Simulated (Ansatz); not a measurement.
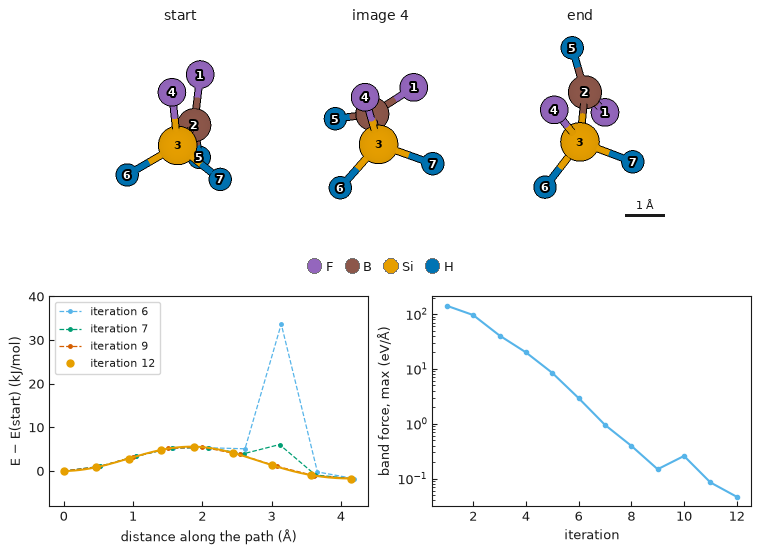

A nudged-elastic-band calculation for BSiH3F2. Images are numbered from 0 (start) to 8 (end). The plot follows the band through its iterations. A ball-and-stick model, seen from a free direction.

Method: RKS B3LYP-D4/6-31G in Ansatz. Set-up: 7 movable images; climbing image; force threshold 0.05 eV/Å; iteration limit 60; starting path through a guess of the saddle point.

### How did the profile develop, and is the result final?

The result is final at these settings. The band converged in 12 iterations. The largest component of the band force went from 140 to 0.047 eV/Å. The climbing image converged on the top of the path. Its vibrational analysis gives one imaginary mode (73i cm⁻¹), as a transition state must have. The first iteration put the highest image at 3678.9 kJ/mol. The highest point, image 4, lies 5.6 kJ/mol above the start and 7.3 kJ/mol above the end; the end is at −1.7 kJ/mol relative to the start.

Limits of the set-up: the basis has no polarisation functions, which atoms past neon need.

Cost: 71 s on 1 thread of Intel(R) Xeon(R) 6975P-C (Granite Rapids), on a shared host, peak memory 0.12 GiB.
